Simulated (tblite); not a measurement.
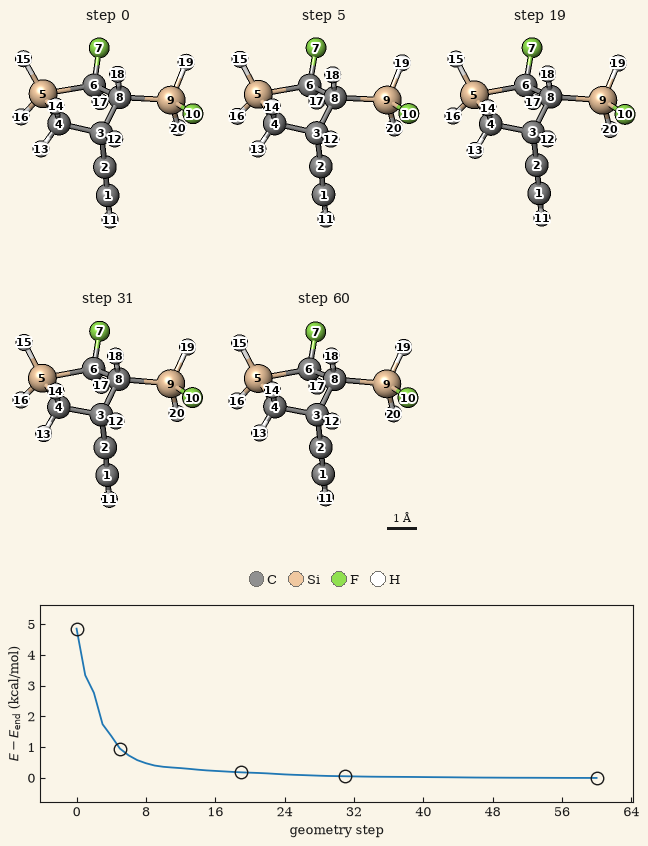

Frames of a relaxation of C6H10F2Si2, marked on the history of the run. The picture is a ball-and-stick view, seen face on.

Theory: tblite 0.8.0, GFN2-xTB geometry optimisation, gas phase. 

> Describe the path.

H11 moves most after the best rigid fit: 0.21 Å. By element the largest moves are H 0.21 Å, C 0.16 Å, F 0.11 Å, Si 0.07 Å. Among the contacts that change: Si9–H19 1.489 → 1.453 Å, C8–Si9 1.869 → 1.903 Å, C6–F7 1.357 → 1.390 Å, C6–C8 1.560 → 1.530 Å. Among the angles between lasting bonds that change: H19–Si9–H20 109.5° → 115.5°, F10–Si9–H20 109.4° → 105.2°, Si9–C8–H18 104.7° → 108.5°. After 60 geometry steps the energy has fallen by 4.86 kcal/mol. From step 0 to 5: Si and H atoms move most (0.04 Å), energy −3.90 kcal/mol. From step 5 to 19: H13 moves most (0.07 Å), energy −0.77 kcal/mol. From step 19 to 31: H11 moves most (0.08 Å), energy −0.13 kcal/mol. From step 31 to 60: H11 moves most (0.08 Å), energy −0.06 kcal/mol.

```tsv
step	E − E(0), kcal/mol
0	0.00
1	-1.52
2	-2.09
3	-3.11
4	-3.49
5	-3.90
6	-4.12
7	-4.28
8	-4.38
9	-4.45
10	-4.49
13	-4.56
15	-4.61
18	-4.66
21	-4.70
23	-4.73
26	-4.76
28	-4.78
31	-4.80
34	-4.82
36	-4.82
39	-4.83
42	-4.83
44	-4.84
47	-4.85
49	-4.85
52	-4.85
55	-4.85
57	-4.86
60	-4.86
```
